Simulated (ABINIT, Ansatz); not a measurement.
# A GW chain in ABINIT: LiHS (Ama2), part 2 of 3

Aim: the G0W0 gap of LiHS (Ama2) on PBEsol, step by step.

ABINIT 10.8.3; PBEsol and many-body steps on it, plane waves. Known limits of the many-body steps: not at the basis limit; coarse k mesh.

So far. Step 2 (Ground state): The gap is direct, at Γ.

### Step 3. Bands along the symmetry lines

Level of this step: DFT, PBEsol, plane waves, norm-conserving pseudopotentials (ABINIT).

The cheap functional maps the bands first; the places of the edges decide which points the dearer methods must see.

The input, run.abi:

```
acell 3*1.0 Angstrom
rprim 
  6.156870000000 0.000000000000 0.000000000000
  0.000000000000 2.809205000000 2.757390000000
  0.000000000000 -2.809205000000 2.757390000000
ntypat 3
znucl 3 1 16
natom 6
typat 1 1 2 2 3 3
xred 
  0.500000000000 0.501660000000 0.501660000000
  0.000000000000 0.501660000000 0.501660000000
  0.250000000000 0.133090000000 0.983490000000
  0.750000000000 0.983490000000 0.133090000000
  0.750000000000 0.998760000000 0.475340000000
  0.250000000000 0.475340000000 0.998760000000
pp_dirpath "pseudos"
pseudos "Li.upf, H.upf, S.upf"
ecut 33
iscf -2
irdden 1
kptopt 0
nkpt 92
kpt 
  0.00000000 0.00000000 0.00000000
  0.00000000 0.06250000 -0.06250000
  0.00000000 0.12500000 -0.12500000
  0.00000000 0.18750000 -0.18750000
  0.00000000 0.25000000 -0.25000000
  0.00000000 0.31250000 -0.31250000
  0.00000000 0.37500000 -0.37500000
  0.00000000 0.43750000 -0.43750000
  0.00000000 0.50000000 -0.50000000
  0.00000000 0.50114216 -0.49885784
  0.00000000 0.50228433 -0.49771567
  0.00000000 0.50342649 -0.49657351
  0.00000000 0.50456865 -0.49543134
  0.00000000 0.50571082 -0.49428918
  0.00000000 0.50685298 -0.49314702
  0.00000000 0.50799515 -0.49200485
  0.00000000 0.50913731 -0.49086269
  0.00000000 0.49086269 0.49086269
  0.00000000 0.42950485 0.42950485
  0.00000000 0.36814702 0.36814702
  0.00000000 0.30678918 0.30678918
  0.00000000 0.24543134 0.24543134
  0.00000000 0.18407351 0.18407351
  0.00000000 0.12271567 0.12271567
  0.00000000 0.06135784 0.06135784
  0.00000000 0.00000000 0.00000000
  0.06250000 0.00000000 0.00000000
  0.12500000 0.00000000 0.00000000
  0.18750000 0.00000000 0.00000000
  0.25000000 0.00000000 0.00000000
  0.31250000 0.00000000 0.00000000
  0.37500000 0.00000000 0.00000000
  0.43750000 0.00000000 0.00000000
  0.50000000 0.00000000 0.00000000
  0.50000000 0.06135784 0.06135784
  0.50000000 0.12271567 0.12271567
  0.50000000 0.18407351 0.18407351
  0.50000000 0.24543134 0.24543134
  0.50000000 0.30678918 0.30678918
  0.50000000 0.36814702 0.36814702
  0.50000000 0.42950485 0.42950485
  0.50000000 0.49086269 0.49086269
  0.50000000 0.50913731 -0.49086269
  0.50000000 0.50799515 -0.49200485
  0.50000000 0.50685298 -0.49314702
  0.50000000 0.50571082 -0.49428918
  0.50000000 0.50456865 -0.49543134
  0.50000000 0.50342649 -0.49657351
  0.50000000 0.50228433 -0.49771567
  0.50000000 0.50114216 -0.49885784
  0.50000000 0.50000000 -0.50000000
  0.43750000 0.50000000 -0.50000000
  0.37500000 0.50000000 -0.50000000
  0.31250000 0.50000000 -0.50000000
  0.25000000 0.50000000 -0.50000000
  0.18750000 0.50000000 -0.50000000
  0.12500000 0.50000000 -0.50000000
  0.06250000 0.50000000 -0.50000000
  0.00000000 0.50000000 -0.50000000
  0.00000000 0.00000000 0.00000000
  0.00000000 0.06250000 0.00000000
  0.00000000 0.12500000 0.00000000
  0.00000000 0.18750000 0.00000000
  0.00000000 0.25000000 0.00000000
  0.00000000 0.31250000 0.00000000
  0.00000000 0.37500000 0.00000000
  0.00000000 0.43750000 0.00000000
  0.00000000 0.50000000 0.00000000
  0.06250000 0.50000000 0.00000000
  0.12500000 0.50000000 0.00000000
  0.18750000 0.50000000 0.00000000
  0.25000000 0.50000000 0.00000000
  0.31250000 0.50000000 0.00000000
  0.37500000 0.50000000 0.00000000
  0.43750000 0.50000000 0.00000000
  0.50000000 0.50000000 0.00000000
  0.50000000 0.43750000 0.00000000
  0.50000000 0.37500000 0.00000000
  0.50000000 0.31250000 0.00000000
  0.50000000 0.25000000 0.00000000
  0.50000000 0.18750000 0.00000000
  0.50000000 0.12500000 0.00000000
  0.50000000 0.06250000 0.00000000
  0.50000000 0.00000000 0.00000000
  0.50000000 0.06250000 -0.06250000
  0.50000000 0.12500000 -0.12500000
  0.50000000 0.18750000 -0.18750000
  0.50000000 0.25000000 -0.25000000
  0.50000000 0.31250000 -0.31250000
  0.50000000 0.37500000 -0.37500000
  0.50000000 0.43750000 -0.43750000
  0.50000000 0.50000000 -0.50000000
istwfk *1
nband 17
nbdbuf 2
tolwfr 1e-08
nstep 40
prtwf 0
prtvol 0
indata_prefix "in"
outdata_prefix "out"
tmpdata_prefix "tmp"
```

Started as:

```
$ OMP_NUM_THREADS=1 mpirun -n 4 abinit run.abi > log
```

Numbers of over 12 decimals in the logs are rounded to 6 here.

The program printed:

```text
.Version 10.8.3 of ABINIT. v10.8.2 released Aug 2026.

 Symmetries : space group Am a 2 (# 40); Bravais oC (1-face-center ortho.)
[... echo of the input left out ...]
== DATASET  1 ==================================================================
-   mpi_nproc: 4, omp_nthreads: 1 (-1 if OMP is not activated)

--- !DatasetInfo
iteration_state: {dtset: 1, }
dimensions: {natom: 6, nkpt: 92, mband: 17, nsppol: 1, nspinor: 1, nspden: 1, mpw: 5862, }
cutoff_energies: {ecut:  33.0, pawecutdg:  -1.0, }
electrons: {nelect:   2.00000000E+01, charge:   0.00000000E+00, occopt:   1.00000000E+00, tsmear:   1.00000000E-02, }

 Real(R)+Recip(G) space primitive vectors, cartesian coordinates (Bohr,Bohr^-1):
 R(1)= 11.6347981  0.0000000  0.0000000  G(1)=  0.0859491  0.0000000  0.0000000
 R(2)=  0.0000000  5.3086281  5.2107119  G(2)=  0.0000000  0.0941863  0.0959562
 R(3)=  0.0000000 -5.3086281  5.2107119  G(3)=  0.0000000 -0.0941863  0.0959562
 Unit cell volume ucvol=  6.4367732E+02 bohr^3
 Angles (23,13,12)=  9.10666108E+01  9.00000000E+01  9.00000000E+01 degrees

 getcut: wavevector=  0.0000  0.0000  0.0000  ngfft=  64  40  40
         ecut(hartree)=     33.000   => boxcut(ratio)=   2.07980

--- Pseudopotential description ------------------------------------------------
- Li Generated using ONCVPSP code by D. R. Hamann
-  3.00000   3.00000  180301                  znucl, zion, pspdat
12 -116133 1 -1 1944                          pspcod,pspxc,lmax,lloc,mmax
     nproj     2     2     0
  pspatm : epsatm=    2.60875052
         --- l  ekb(1:nproj) -->
             0   -4.855856   -1.482423
             1   -2.171544   -0.427615
 pspatm: atomic psp has been read  and splines computed

- H Generated using ONCVPSP code by D. R. Hamann
-  1.00000   1.00000  180301                  znucl, zion, pspdat
12 -116133 1 -1 1180                          pspcod,pspxc,lmax,lloc,mmax
     nproj     2     1     0
  pspatm : epsatm=    0.35585368
         --- l  ekb(1:nproj) -->
             0   -1.674911   -0.523609
             1   -0.494138
 pspatm: atomic psp has been read  and splines computed

- S Generated using ONCVPSP code by D. R. Hamann
- 16.00000   6.00000  180301                  znucl, zion, pspdat
12 -116133 2 -1 1146                          pspcod,pspxc,lmax,lloc,mmax
     nproj     2     2     2
  pspatm : epsatm=    8.71840686
         --- l  ekb(1:nproj) -->
[...]
pspatm: atomic psp has been read  and splines computed

--------------------------------------------------------------------------------

================================================================================
 prteigrs : about to open file out_EIG
 Non-SCF case, kpt    1 (  0.00000  0.00000  0.00000), residuals and eigenvalues=
  3.68E-09  9.07E-09  9.75E-09  3.88E-09  2.62E-09  8.62E-09  8.55E-09  2.99E-09
  7.00E-09  9.99E-09  3.59E-09  3.91E-09  7.75E-09  9.10E-10  9.26E-09  6.96E-09
[...]
Non-SCF case, kpt   92 (  0.50000  0.50000 -0.50000), residuals and eigenvalues=
[...]
-1.6059E+00 -1.6059E+00 -4.2717E-01 -4.2717E-01 -1.8074E-01 -1.8074E-01
 -7.5736E-02 -7.5736E-02 -4.2995E-02 -4.2995E-02  1.9626E-01  1.9626E-01
  2.6810E-01  2.6810E-01  2.8979E-01  2.8979E-01  3.2003E-01

--- !ResultsGS
iteration_state: {dtset: 1, }
comment   : Summary of ground state results
lattice_vectors:
- [ 11.6347981,   0.0000000,   0.0000000, ]
- [  0.0000000,   5.3086281,   5.2107119, ]
- [  0.0000000,  -5.3086281,   5.2107119, ]
lattice_lengths: [  11.63480,    7.43862,    7.43862, ]
lattice_angles: [ 91.067,  90.000,  90.000, ] # degrees, (23, 13, 12)
lattice_volume:   6.4367732E+02
convergence: {deltae:  0.000E+00, res2:  0.000E+00, residm:  9.988E-09, diffor:  0.000E+00, }
etotal    :  -3.76616627E+01
entropy   :   0.00000000E+00
fermie    :  -4.48585749E-03
cartesian_stress_tensor: null
pressure_GPa: null
xred      :
- [  5.0000E-01,   5.0166E-01,   5.0166E-01, Li]
- [  0.0000E+00,   5.0166E-01,   5.0166E-01, Li]
- [  2.5000E-01,   1.3309E-01,   9.8349E-01,  H]
- [  7.5000E-01,   9.8349E-01,   1.3309E-01,  H]
- [  7.5000E-01,   9.9876E-01,   4.7534E-01,  S]
- [  2.5000E-01,   4.7534E-01,   9.9876E-01,  S]
cartesian_forces: null
force_length_stats: {min: null, max: null, mean: null, }

 Integrated electronic density in atomic spheres:
 ------------------------------------------------
 Atom  Sphere_radius  Integrated_density
[...]
================================================================================

 ----iterations are completed or convergence reached----

 Mean square residual over all n,k,spin=   52.591E-10; max=  99.877E-10
 reduced coordinates (array xred) for    6 atoms
[...]
0.750000000000      0.998760000000      0.475340000000
       0.250000000000      0.475340000000      0.998760000000

 cartesian coordinates (angstrom) at end:
    1      3.078435     0.000000     2.766545
    2      0.000000     0.000000     2.766545
    3      1.539217    -2.388948     3.078847
    4      4.617653     2.388948     3.078847
    5      4.617653     1.470394     4.064669
    6      1.539217    -1.470394     4.064669
 length scales=  1.889726125908  1.889726125908  1.889726125908 bohr
              =  1.000000000000  1.000000000000  1.000000000000 angstroms
 prteigrs : about to open file out_EIG
 Eigenvalues (hartree) for nkpt=  92  k points:
 kpt#   1, nband= 17, wtk=  1.00000, kpt=  0.0000  0.0000  0.0000 (reduced coord)
[...]
kpt#   2, nband= 17, wtk=  1.00000, kpt=  0.0000  0.0625 -0.0625 (reduced coord)
[...]
kpt#   3, nband= 17, wtk=  1.00000, kpt=  0.0000  0.1250 -0.1250 (reduced coord)
[...]
kpt#  91, nband= 17, wtk=  1.00000, kpt=  0.5000  0.4375 -0.4375 (reduced coord)
[...]
0.32315
 kpt#  92, nband= 17, wtk=  1.00000, kpt=  0.5000  0.5000 -0.5000 (reduced coord)
  -1.60589   -1.60589   -0.42717   -0.42717   -0.18074   -0.18074   -0.07574   -0.07574
  -0.04299   -0.04299    0.19626    0.19626    0.26810    0.26810    0.28979    0.28979
   0.32003

== END DATASET(S) ==============================================================
================================================================================

 -outvars: echo values of variables after computation  --------
            nband          17
             nkpt          92
          spgroup          40
 [... the other variables as echoed above ...]

 Calculation completed.
```

The job ended after 54 s (4 MPI ranks of Arm Neoverse N1, shared host; peak memory 0.42 GiB).

Numbers from this step:

- gap: 3.330 eV
- k of the valence top: 0, 0, 0
- k of the conduction bottom: 0, 0, 0
- least direct gap: 3.330 eV

The gap is 3.330 eV, as in the run before at this level.

Electronic bands along the path, in eV, zero at the top of the highest filled band:

```
     point  band 7  band 8  band 9  band 10  band 11  band 12  band 13  band 14
         Γ   -2.12   -0.64   -0.59     0.00     3.33     3.69     5.08     5.11
         Y   -2.11   -1.72   -0.94    -0.88     4.17     4.25     6.01     7.44
        F0   -2.11   -1.72   -0.94    -0.88     4.17     4.25     6.01     7.45
jump to Δ0   -2.11   -1.72   -0.94    -0.88     4.17     4.25     6.01     7.45
         Γ   -2.12   -0.64   -0.59     0.00     3.33     3.69     5.08     5.11
         Z   -1.27   -1.27   -0.64    -0.64     3.84     3.84     5.44     5.44
        B0   -1.94   -1.94   -1.05    -1.05     5.46     5.46     7.41     7.41
jump to G0   -1.94   -1.94   -1.05    -1.05     5.46     5.46     7.41     7.41
         T   -1.94   -1.94   -1.05    -1.05     5.46     5.46     7.42     7.42
         Y   -2.11   -1.72   -0.94    -0.88     4.17     4.25     6.01     7.44
 jump to Γ   -2.12   -0.64   -0.59     0.00     3.33     3.69     5.08     5.11
         S   -2.32   -1.33   -0.86    -0.43     4.27     5.79     6.79     7.46
         R   -2.54   -1.04   -0.54    -0.42     4.13     5.81     6.17     7.03
         Z   -1.27   -1.27   -0.64    -0.64     3.84     3.84     5.44     5.44
         T   -1.94   -1.94   -1.05    -1.05     5.46     5.46     7.42     7.42
```

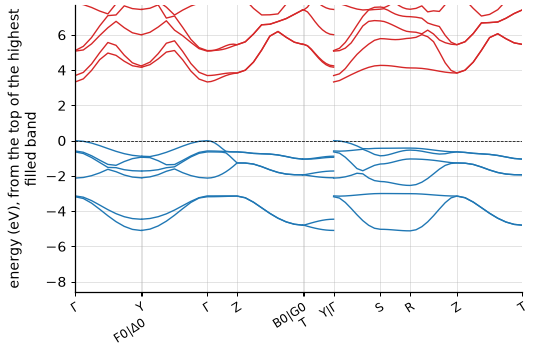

Electronic bands along the path; lines of filled and empty bands in two colours.

### Step 4. Empty states on the mesh, 2×2×2 mesh, 180 bands

The sums over transitions need many empty states on a uniform mesh; this step solves for them.

The input, run.abi:

```
acell 3*1.0 Angstrom
rprim 
  6.156870000000 0.000000000000 0.000000000000
  0.000000000000 2.809205000000 2.757390000000
  0.000000000000 -2.809205000000 2.757390000000
ntypat 3
znucl 3 1 16
natom 6
typat 1 1 2 2 3 3
xred 
  0.500000000000 0.501660000000 0.501660000000
  0.000000000000 0.501660000000 0.501660000000
  0.250000000000 0.133090000000 0.983490000000
  0.750000000000 0.983490000000 0.133090000000
  0.750000000000 0.998760000000 0.475340000000
  0.250000000000 0.475340000000 0.998760000000
pp_dirpath "pseudos"
pseudos "Li.upf, H.upf, S.upf"
ecut 33
ngkpt 2 2 2
nshiftk 1
shiftk 0 0 0
kptopt 1
chksymbreak 0
iscf -2
irdden 1
istwfk *1
nband 180
nbdbuf 16
tolwfr 1e-09
nstep 60
prtvol 0
indata_prefix "in"
outdata_prefix "out"
tmpdata_prefix "tmp"
```

The program printed:

```text
.Version 10.8.3 of ABINIT. v10.8.2 released Aug 2026.

 Symmetries : space group Am a 2 (# 40); Bravais oC (1-face-center ortho.)
[... echo of the input left out ...]
== DATASET  1 ==================================================================
-   mpi_nproc: 4, omp_nthreads: 1 (-1 if OMP is not activated)

--- !DatasetInfo
iteration_state: {dtset: 1, }
dimensions: {natom: 6, nkpt: 6, mband: 180, nsppol: 1, nspinor: 1, nspden: 1, mpw: 5848, }
cutoff_energies: {ecut:  33.0, pawecutdg:  -1.0, }
electrons: {nelect:   2.00000000E+01, charge:   0.00000000E+00, occopt:   1.00000000E+00, tsmear:   1.00000000E-02, }

 Real(R)+Recip(G) space primitive vectors, cartesian coordinates (Bohr,Bohr^-1):
 R(1)= 11.6347981  0.0000000  0.0000000  G(1)=  0.0859491  0.0000000  0.0000000
 R(2)=  0.0000000  5.3086281  5.2107119  G(2)=  0.0000000  0.0941863  0.0959562
 R(3)=  0.0000000 -5.3086281  5.2107119  G(3)=  0.0000000 -0.0941863  0.0959562
 Unit cell volume ucvol=  6.4367732E+02 bohr^3
 Angles (23,13,12)=  9.10666108E+01  9.00000000E+01  9.00000000E+01 degrees

 getcut: wavevector=  0.0000  0.0000  0.0000  ngfft=  64  40  40
         ecut(hartree)=     33.000   => boxcut(ratio)=   2.07980

--- Pseudopotential description ------------------------------------------------
- Li Generated using ONCVPSP code by D. R. Hamann
-  3.00000   3.00000  180301                  znucl, zion, pspdat
12 -116133 1 -1 1944                          pspcod,pspxc,lmax,lloc,mmax
     nproj     2     2     0
  pspatm : epsatm=    2.60875052
         --- l  ekb(1:nproj) -->
             0   -4.855856   -1.482423
             1   -2.171544   -0.427615
 pspatm: atomic psp has been read  and splines computed

- H Generated using ONCVPSP code by D. R. Hamann
-  1.00000   1.00000  180301                  znucl, zion, pspdat
12 -116133 1 -1 1180                          pspcod,pspxc,lmax,lloc,mmax
     nproj     2     1     0
  pspatm : epsatm=    0.35585368
         --- l  ekb(1:nproj) -->
             0   -1.674911   -0.523609
             1   -0.494138
 pspatm: atomic psp has been read  and splines computed

- S Generated using ONCVPSP code by D. R. Hamann
- 16.00000   6.00000  180301                  znucl, zion, pspdat
12 -116133 2 -1 1146                          pspcod,pspxc,lmax,lloc,mmax
     nproj     2     2     2
  pspatm : epsatm=    8.71840686
         --- l  ekb(1:nproj) -->
[...]
pspatm: atomic psp has been read  and splines computed

--------------------------------------------------------------------------------

================================================================================
 prteigrs : about to open file out_EIG
 Non-SCF case, kpt    1 (  0.00000  0.00000  0.00000), residuals and eigenvalues=
  3.41E-10  2.32E-10  4.28E-10  3.19E-10  5.17E-10  7.89E-10  3.14E-10  6.39E-10
  8.01E-10  6.84E-10  2.28E-10  2.11E-10  3.48E-10  3.99E-10  3.29E-10  2.48E-10
  3.58E-10  3.68E-10  2.56E-10  4.71E-10  4.79E-10  4.68E-10  6.70E-10  5.16E-10
[...]
7.09E-05  8.80E-05  1.40E-04  4.49E-04
 -1.6060E+00 -1.6058E+00 -4.5319E-01 -4.3816E-01 -1.2144E-01 -1.1974E-01
 -8.2515E-02 -2.7947E-02 -2.5998E-02 -4.4859E-03  1.1789E-01  1.3122E-01
  1.8215E-01  1.8331E-01  2.8261E-01  2.8443E-01  3.5071E-01  3.8008E-01
[...]
2.8284E+00  2.8353E+00  2.8486E+00  2.8599E+00  2.8715E+00  2.8853E+00
  2.8891E+00  2.9072E+00  2.9111E+00  2.9237E+00  2.9248E+00  2.9278E+00
 prteigrs : prtvol=0 or 1, do not print more k-points.

--- !ResultsGS
iteration_state: {dtset: 1, }
comment   : Summary of ground state results
lattice_vectors:
- [ 11.6347981,   0.0000000,   0.0000000, ]
- [  0.0000000,   5.3086281,   5.2107119, ]
- [  0.0000000,  -5.3086281,   5.2107119, ]
lattice_lengths: [  11.63480,    7.43862,    7.43862, ]
lattice_angles: [ 91.067,  90.000,  90.000, ] # degrees, (23, 13, 12)
lattice_volume:   6.4367732E+02
convergence: {deltae:  0.000E+00, res2:  0.000E+00, residm:  9.997E-10, diffor:  0.000E+00, }
etotal    :  -3.76616627E+01
entropy   :   0.00000000E+00
fermie    :  -4.48585749E-03
cartesian_stress_tensor: null
pressure_GPa: null
xred      :
- [  5.0000E-01,   5.0166E-01,   5.0166E-01, Li]
- [  0.0000E+00,   5.0166E-01,   5.0166E-01, Li]
- [  2.5000E-01,   1.3309E-01,   9.8349E-01,  H]
- [  7.5000E-01,   9.8349E-01,   1.3309E-01,  H]
- [  7.5000E-01,   9.9876E-01,   4.7534E-01,  S]
- [  2.5000E-01,   4.7534E-01,   9.9876E-01,  S]
cartesian_forces: null
force_length_stats: {min: null, max: null, mean: null, }

 Integrated electronic density in atomic spheres:
 ------------------------------------------------
 Atom  Sphere_radius  Integrated_density
[...]
================================================================================

 ----iterations are completed or convergence reached----

 Mean square residual over all n,k,spin=   41.054E-11; max=  99.969E-11
 reduced coordinates (array xred) for    6 atoms
[...]
0.750000000000      0.998760000000      0.475340000000
       0.250000000000      0.475340000000      0.998760000000

 cartesian coordinates (angstrom) at end:
    1      3.078435     0.000000     2.766545
    2      0.000000     0.000000     2.766545
[...]
6      1.539217    -1.470394     4.064669
 length scales=  1.889726125908  1.889726125908  1.889726125908 bohr
              =  1.000000000000  1.000000000000  1.000000000000 angstroms
 prteigrs : about to open file out_EIG
 Eigenvalues (hartree) for nkpt=   6  k points:
 kpt#   1, nband=180, wtk=  0.12500, kpt=  0.0000  0.0000  0.0000 (reduced coord)
[...]
2.74963    2.75307    2.75634    2.78160    2.81194    2.81538    2.81813    2.82614
   2.82840    2.83531    2.84864    2.85986    2.87155    2.88528    2.88915    2.90719
   2.91113    2.92367    2.92483    2.92782
 prteigrs : prtvol=0 or 1, do not print more k-points.

== END DATASET(S) ==============================================================
================================================================================

 -outvars: echo values of variables after computation  --------
            nband         180
             nkpt           6
          spgroup          40
 [... the other variables as echoed above ...]

 Calculation completed.
```

Run time: 1.9 min. Hardware: 4 MPI ranks; peak memory 0.41 GiB; 7.6 min of CPU time.

Numbers from this step:

```
gap                                                           : 3.330 eV
k of the valence top                                          : 0, 0, 0
k of the conduction bottom                                    : 0, 0, 0
least direct gap                                              : 3.330 eV
k points computed                                             : 6
lowest point of the top converged band, above the valence top : 73.3633 eV
```

On this mesh the gap is 3.330 eV.

(Continued in part 3 of 3.)

[Paths, hosts, dates, memory and timing lines, banners, echoed tables and standing remarks are left out of the program output.]

[Logs are printed without paths, hosts, clocks, repeated set-up lines and the standing remarks that a program may print on its own settings, such as how far it seeks lower states.]

[Runs of the session that timed out or met a known fault of the program may be left out.]

[Hosts, paths, dates, database ids (printed as entryN), source tags and the programs' standing remarks are cut or masked in the printed files.]

[G0W0 gaps are taken among the corrected bands and points alone; a level outside them can change the order at an edge.]

[Where Ansatz stands beside ABINIT at settings called matched, ABINIT's density can come from a denser mesh and the files from another edition; pairs whose starting gaps differed by over 0.03 eV were left out, so agreement reads better than it is.]
